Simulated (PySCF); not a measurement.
# CH6NPSi (SMILES P[SiH]1CN1): levels of theory compared

We compute a comparison of 6 runs (HF/STO-3G, HF/3-21G, HF/pcseg-1, HF/def2-TZVP, B3LYP/6-31G*, PBE0/aug-cc-pVDZ) of CH6NPSi. 

Program for the calculation: PySCF 2.14.0.

### Step 1. The molecule

The species is CH6NPSi (10 atoms), meant as a singlet with charge 0. SMILES: `P[SiH]1CN1`. The shape is that of a PBE0-D4/def2-TZVP optimisation. This is one conformer, not always the lowest.

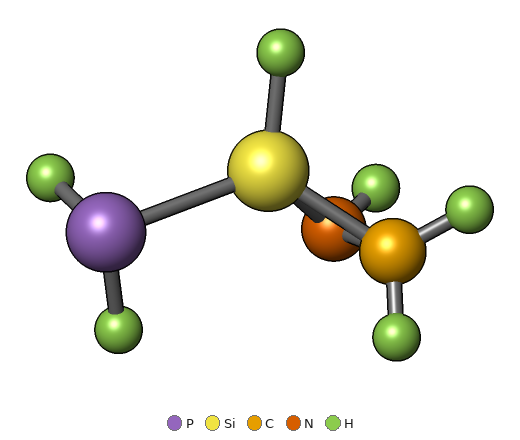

The structure, seen from a chosen angle (phosphorus purple, silicon yellow, carbon amber, nitrogen orange, hydrogen green).

### Step 2. Energy and forces at HF/STO-3G (run 1)

Input file job.py:

```python
# P[SiH]1CN1
from pyscf import gto

mol = gto.M(
    atom='''
P     -4.018503     1.768406    -0.128312
Si     0.065196     1.036137     0.667073
C      1.468317    -2.087391     1.153111
N      1.828688    -0.819574    -1.348320
H     -4.141524    -0.257192    -1.882545
H     -3.474073     3.602763    -2.014826
H      1.280289     3.194771     1.982323
H      3.110111    -2.214003     2.389370
H      0.406858    -3.843703     1.055223
H      3.631865    -0.476967    -1.867238
''',
    verbose=3,
    max_memory=1860,
    basis='sto-3g',
    unit='bohr',
)

mf = mol.RHF()
mf.conv_tol = 1e-10
mf.kernel()
if not mf.converged:
    mf = mf.newton().run(mf.mo_coeff, mf.mo_occ)

energy = mf.e_tot
print('E = %.10f Eh' % energy)
grad = mf.nuc_grad_method().kernel()
mf.analyze()
```

Run with:

```bash
OMP_NUM_THREADS=1 python job.py
```

The program printed:

```text
converged SCF energy = -717.105686186032
E = -717.1056861860 Eh
--------------- RHF gradients ---------------
         x                y                z
0 P    -0.0256488286     0.0084111169     0.0320628914
1 Si     0.0026018871    -0.0189192725    -0.0230215572
2 C     0.0031494033    -0.0192760576    -0.0011742307
3 N     0.0224864926     0.0108945327     0.0072057921
4 H     0.0032311696    -0.0190280833    -0.0142020732
5 H     0.0066432910     0.0166789507    -0.0160427217
6 H     0.0091458211     0.0254825494     0.0140581363
7 H     0.0028151745     0.0034247786     0.0038735834
8 H    -0.0023700523    -0.0016064343    -0.0020856295
9 H    -0.0220543582    -0.0060620806    -0.0006741909
----------------------------------------------
**** MO energy ****
MO #1   energy= -78.9245121329205  occ= 2
MO #2   energy= -67.9770054874326  occ= 2
MO #3   energy= -15.2362519497134  occ= 2
MO #4   energy= -10.9968108611799  occ= 2
MO #5   energy= -7.24305637032872  occ= 2
MO #6   energy= -5.96585627578954  occ= 2
MO #7   energy= -5.06634107273129  occ= 2
MO #8   energy= -5.06590342376131  occ= 2
MO #9   energy= -5.06376718370357  occ= 2
MO #10  energy= -3.99225088254947  occ= 2
MO #11  energy= -3.99027286107408  occ= 2
MO #12  energy= -3.99000352173218  occ= 2
MO #13  energy= -1.09950486280806  occ= 2
MO #14  energy= -0.808897632009354 occ= 2
MO #15  energy= -0.792789444747118 occ= 2
MO #16  energy= -0.634534685585195 occ= 2
MO #17  energy= -0.571571391516801 occ= 2
MO #18  energy= -0.51211631560306  occ= 2
MO #19  energy= -0.461713571472233 occ= 2
MO #20  energy= -0.394408623087845 occ= 2
MO #21  energy= -0.379244316494137 occ= 2
MO #22  energy= -0.348155549210307 occ= 2
MO #23  energy= -0.282825898725664 occ= 2
MO #24  energy= -0.256035267050161 occ= 2
MO #25  energy= 0.351717627120758  occ= 0
MO #26  energy= 0.382805511360403  occ= 0
MO #27  energy= 0.458304358653704  occ= 0
MO #28  energy= 0.52215339314269   occ= 0
MO #29  energy= 0.566551034567191  occ= 0
MO #30  energy= 0.600784201818853  occ= 0
MO #31  energy= 0.682621097542252  occ= 0
MO #32  energy= 0.751135575673768  occ= 0
MO #33  energy= 0.768332244614218  occ= 0
MO #34  energy= 0.829384637438087  occ= 0
 ** Mulliken atomic charges  **
charge of    0P =      0.20462
charge of    1Si =      0.54133
charge of    2C =     -0.16688
charge of    3N =     -0.38590
charge of    4H =     -0.09085
charge of    5H =     -0.10037
charge of    6H =     -0.13725
charge of    7H =      0.01733
charge of    8H =      0.02260
charge of    9H =      0.09537
Dipole moment(X, Y, Z, Debye):  0.19920,  1.40599,  0.67981
```

Run time: 4.2 s. Hardware: 1 thread of Intel Xeon at 2.50GHz (Skylake/Cascade Lake), shared host; peak memory 0.12 GiB.

### Step 3. Energy and forces at HF/3-21G (run 2)

Input file input.py:

```python
import pyscf.grad
from pyscf import gto, scf

mol = gto.Mole()
mol.atom = '''
P       -2.126500       0.935800      -0.067900
Si       0.034500       0.548300       0.353000
C        0.777000      -1.104600       0.610200
N        0.967700      -0.433700      -0.713500
H       -2.191600      -0.136100      -0.996200
H       -1.838400       1.906500      -1.066200
H        0.677500       1.690600       1.049000
H        1.645800      -1.171600       1.264400
H        0.215300      -2.034000       0.558400
H        1.921900      -0.252400      -0.988100
'''
mol.basis = '3-21g'
mol.max_memory = 1860
mol.verbose = 4
mol.charge = 0
mol.spin = 0
mol.build()

hf = scf.RHF(mol)
hf.conv_tol = 1e-10
hf.kernel()
if not hf.converged:
    hf = hf.newton().run(hf.mo_coeff, hf.mo_occ)

e_final = hf.e_tot
print(f'total energy: {e_final:.8f} hartree')
grad = hf.Gradients().kernel()
dip = hf.dip_moment()
pop, q = hf.mulliken_pop()
```

Run with:

```bash
OMP_NUM_THREADS=1 python input.py
```

The program printed:

```text
PySCF version 2.14.0

[... 66 lines left out ...]
converged SCF energy = -721.605727689291
total energy: -721.60572769 hartree
[... 11 lines left out ...]
Dipole moment(X, Y, Z, Debye):  1.75868,  0.65037,  0.40173
[... 67 lines left out ...]
charge of    9H =      0.32896
```

Run time: 5.1 s. Hardware: 1 thread of Intel Xeon at 2.50GHz (Skylake/Cascade Lake), shared host; peak memory 0.13 GiB.

Runs 3 to 5 aren't shown in full; the table further down has their settings and results.

### Step 4. Energy and forces at PBE0/aug-cc-pVDZ (run 6)

Input file run.py:

```python
import pyscf.grad
from pyscf import gto, dft

mol = gto.Mole()
mol.atom = '''
P   -2.126500   0.935800  -0.067900
Si   0.034500   0.548300   0.353000
C    0.777000  -1.104600   0.610200
N    0.967700  -0.433700  -0.713500
H   -2.191600  -0.136100  -0.996200
H   -1.838400   1.906500  -1.066200
H    0.677500   1.690600   1.049000
H    1.645800  -1.171600   1.264400
H    0.215300  -2.034000   0.558400
H    1.921900  -0.252400  -0.988100
'''
mol.verbose = 4
mol.basis = 'aug-cc-pvdz'
mol.max_memory = 1860
mol.build()

mf = dft.RKS(mol)
mf.xc = 'pbe0'
mf.conv_tol = 1e-10
mf.grids.level = 5
mf.kernel()
if not mf.converged:
    mf = mf.newton().run(mf.mo_coeff, mf.mo_occ)

e_tot = mf.e_tot
print('Final energy', e_tot)
grad = mf.Gradients().kernel()
dip = mf.dip_moment()
pop, q = mf.mulliken_pop()
```

Run with:

```bash
OMP_NUM_THREADS=1 python run.py
```

The program printed:

```text
PySCF version 2.14.0

[... 77 lines left out ...]
converged SCF energy = -726.92507143822
Final energy -726.9250714382202
[... 12 lines left out ...]
Dipole moment(X, Y, Z, Debye):  0.90555,  0.46220,  0.10346
[... 165 lines left out ...]
charge of    9H =     -0.10626
```

Run time: 3 min. Hardware: 1 thread of Intel Xeon at 2.50GHz (Skylake/Cascade Lake), shared host; peak memory 1.8 GiB.

### Step 5. All runs side by side

| run | level | Cartesian functions | integration grid | energy (Eh) | dipole moment (D) | HOMO energy (eV) | LUMO energy (eV) | wall time |
| --- | --- | --- | --- | --- | --- | --- | --- | --- |
| 1 | HF/STO-3G | no | – | -717.105686 | 1.57 | -6.97 | 9.57 | 4.2 s |
| 2 | HF/3-21G | no | – | -721.605728 | 1.92 | -9.60 | 3.75 | 5.1 s |
| 3 | HF/pcseg-1 | no | – | -725.359835 | 1.40 | -9.72 | 3.04 | 25 s |
| 4 | HF/def2-TZVP | no | – | -725.500856 | 1.15 | -9.64 | 2.97 | 2.2 min |
| 5 | B3LYP/6-31G* (Cartesian functions) | yes | 5 | -727.272197 | 1.33 | -6.26 | 0.16 | 62 s |
| 6 | PBE0/aug-cc-pVDZ | no | 5 | -726.925071 | 1.02 | -6.76 | -0.21 | 3 min |

### Step 6. Summary of results

| quantity | value |
| --- | --- |
| run 6: total energy | -726.92507 Eh |
| run 6: dipole moment | 1.02 D |
| run 6: HOMO energy | -6.76 eV |
| run 6: LUMO energy | -0.21 eV |
| run 6: HOMO–LUMO gap | 6.56 eV |
| run 6: largest force on an atom | 0.961 eV/Å |

**Reading.** The dipole moment (its size) runs from 1.02 D (PBE0/aug-cc-pVDZ) to 1.92 D (HF/3-21G). The two ends differ in method and basis. The HOMO–LUMO gap runs from 6.41 eV (B3LYP/6-31G*) to 16.54 eV (HF/STO-3G). Totals of different functionals can't be ranked against each other. In run 1 the basis is minimal, so the values are rough. All runs together took 6.7 min, the longest 3 min.
